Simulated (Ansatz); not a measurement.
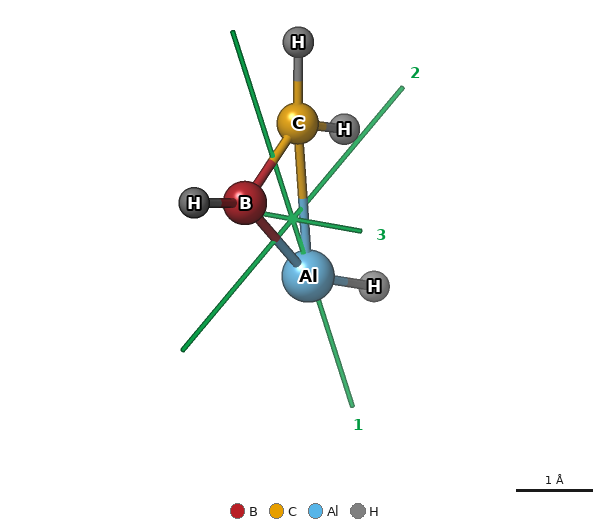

The three principal axes of inertia are drawn and numbered. Depth is shown by fading: the farther an atom, the more it takes the colour of the background. The geometry was computed by an optimisation with PBE-D4/def2-SVP. No frequency run is at hand to confirm it as a minimum. Masses are those of the most abundant isotopes; constants are for the rigid equilibrium geometry.

> Which line is the a axis (least moment of inertia), which b and which c?

a is line 1, b is line 2, c is line 3; the moments are 20.3, 58.2, 78.5 u Å².

> Classify the rotor and give the rotational constants (MHz).

An asymmetric top (Cs): A = 24869, B = 8682, C = 6436 MHz. Ray's parameter κ is −0.76, nearer the prolate limit.
